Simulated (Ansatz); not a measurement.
Input file:

```
crystal:
  periodic: [false, false, false]
  atoms:
    - {symbol: C, position_ang: [-0.717689, 0.777802, -0.838796]}
    - {symbol: N, position_ang: [0.109298, -0.316319, -0.382095]}
    - {symbol: Sn, position_ang: [0.421217, -0.747862, 1.587993]}
    - {symbol: F, position_ang: [1.497864, -2.341506, 1.333988]}
    - {symbol: H, position_ang: [-0.416908, 1.076639, -1.849183]}
    - {symbol: H, position_ang: [-1.790456, 0.549063, -0.867645]}
    - {symbol: H, position_ang: [-0.579989, 1.648837, -0.193044]}
    - {symbol: H, position_ang: [-0.001979, -1.143860, -0.956006]}
    - {symbol: H, position_ang: [1.567041, 0.450908, 2.147788]}
basis:
  gaussian: {orbitals: def2-TZVPP}
magnetization: {spin_polarized: true, initial_magnetization: 1}
hamiltonian: {xc: pbe0, dispersion: d4}
output: {orbitals: {seedname: orbitals}}
```

Command:

```sh
ansatz run in.yaml --threads 4 --pin off --events-out ev --progress --plain --max-ram 10444MiB
```

Geometry: PBE0-D4/def2-TZVP; core potentials replace the inner electrons of Sn.

Computed with Ansatz 0.2.0, UKS PBE0-D4/def2-TZVPP.

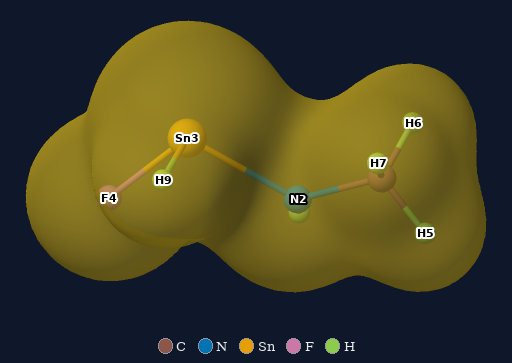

CH5FNSn (SMILES C[NH][SnH][F]) (doublet). Isosurface of the electron density at 0.05 e/Å³ (yellow), seen from one side.

**Which contacts does the surface bridge?**

At this value the surface is in one piece. It bridges the sampled C–N (1.45 Å), Sn–F (1.94 Å), Sn–N (2.04 Å) and N–H (1.01 Å) contacts, where the density stays above the isovalue. On the grid the lowest density along these lines, outside the cores, is 1.8 e/Å³ (C–N, 1.45 Å), 0.78 e/Å³ (Sn–F, 1.94 Å), 0.77 e/Å³ (Sn–N, 2.04 Å) and 2.3 e/Å³ (N–H, 1.01 Å).
